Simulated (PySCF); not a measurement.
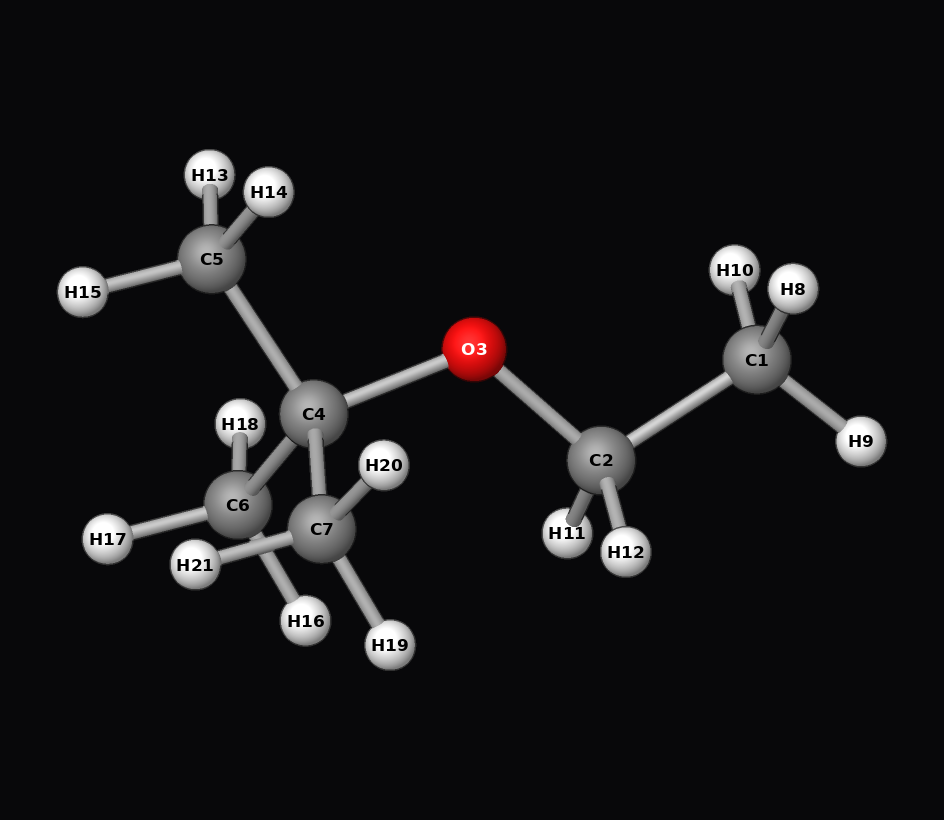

The questions are on Hirshfeld charges. The geometry was computed by an optimisation with PBE0-D3(BJ)/def2-SVP. No frequency run is at hand to confirm it as a minimum. Method: PBE0/6-311+G(2d,p), gas phase (PySCF 2.14.0).

Which atom carries the highest charge (most positive or least negative)?

C4 (0.08 e).

And the lowest?

O3 (−0.14 e).

List the Hirshfeld charges.

```json
{"atom": "C1", "value (e)": "−0.12"}
{"atom": "C2", "value (e)": "0.00"}
{"atom": "O3", "value (e)": "−0.14"}
{"atom": "C4", "value (e)": "0.08"}
{"atom": "C5", "value (e)": "−0.12"}
{"atom": "C6", "value (e)": "−0.12"}
{"atom": "C7", "value (e)": "−0.12"}
{"atom": "H8", "value (e)": "0.04"}
{"atom": "H9", "value (e)": "0.04"}
{"atom": "H10", "value (e)": "0.04"}
{"atom": "H11", "value (e)": "0.03"}
{"atom": "H12", "value (e)": "0.03"}
{"atom": "H13", "value (e)": "0.04"}
{"atom": "H14", "value (e)": "0.04"}
{"atom": "H15", "value (e)": "0.04"}
{"atom": "H16", "value (e)": "0.04"}
{"atom": "H17", "value (e)": "0.04"}
{"atom": "H18", "value (e)": "0.04"}
{"atom": "H19", "value (e)": "0.04"}
{"atom": "H20", "value (e)": "0.04"}
{"atom": "H21", "value (e)": "0.04"}
```
